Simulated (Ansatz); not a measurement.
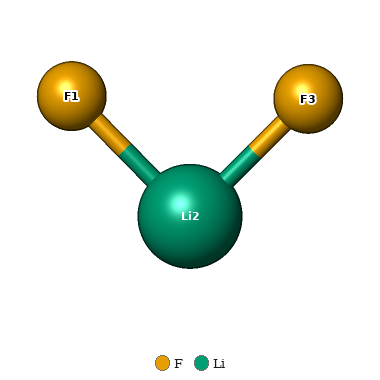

The system is F⁻ + LiF; the picture shows the reference structure. The first coordinate is: distance F1–Li2; the second: distance Li2–F3. Nothing is relaxed (the angle F1–Li2–F3 is fixed at 90 degrees). Grid: 17 × 17 points; 153 points were computed and 136 follow by symmetry. Points are written as (first, second). All energies are given in eV relative to the lowest grid point. These are results of RKS CAM-B3LYP-D4/def2-TZVPD in Ansatz 0.2.0, not measurements.

Its coordinates:

```json
{"atom": "F", "x (Å)": "-1.7760", "y (Å)": "0.0000", "z (Å)": "0.0000"}
{"atom": "Li", "x (Å)": "0.0000", "y (Å)": "0.0000", "z (Å)": "0.0000"}
{"atom": "F", "x (Å)": "0.0000", "y (Å)": "1.7760", "z (Å)": "0.0000"}
```

Range: distance F1–Li2 from 1.504 to 3.904 Å; distance Li2–F3 from 1.504 to 3.904 Å.

Q: What will the energy surface look like?

A: The lowest grid point is at (1.776 Å, 1.776 Å). No other kind of well shows on this grid. The highest grid point, (3.904 Å, 3.904 Å), lies 4.53 eV above the lowest.

```tsv
distance Li2–F3 ↓, distance F1–Li2 →	1.569	1.776	2.033	2.323	2.640	2.979	3.336	3.711
3.711	1.15	1.33	1.85	2.46	3.04	3.54	3.94	4.26
3.336	1.04	1.20	1.69	2.27	2.81	3.28	3.65	3.94
2.979	0.88	1.02	1.47	2.01	2.51	2.94	3.28	3.54
2.640	0.68	0.78	1.19	1.68	2.13	2.51	2.81	3.04
2.323	0.44	0.49	0.84	1.28	1.68	2.01	2.27	2.46
2.033	0.21	0.19	0.46	0.84	1.19	1.47	1.69	1.85
1.776	0.12	0.00	0.19	0.49	0.78	1.02	1.20	1.33
1.569	0.34	0.12	0.21	0.44	0.68	0.88	1.04	1.15
```

The table holds every second grid line.

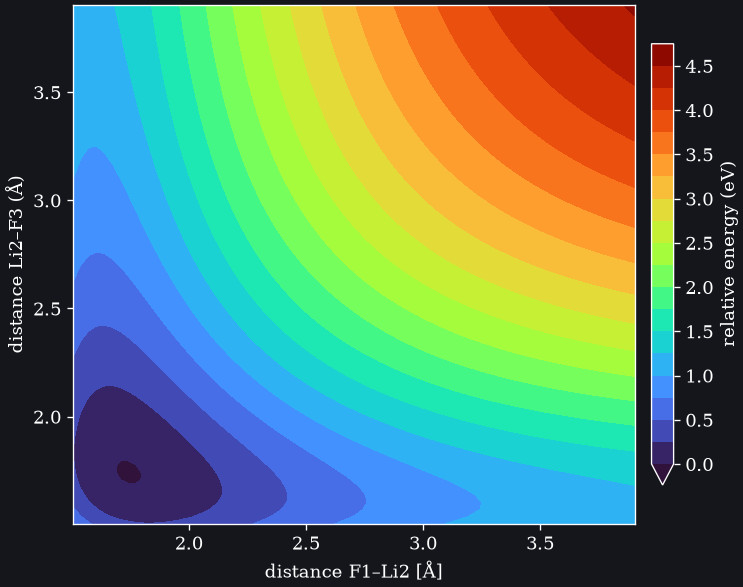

Drawn: filled contours. Between grid points the surface is interpolated.

Each point was launched as `ansatz run input.yaml --threads 1 --pin off --max-ram 2560MiB --backend cpu --events-out ev --progress --plain --runs-dir out`. Time for the 153 points that were run: 7.7 min on 1 thread of Arm Neoverse N1, on a shared host.
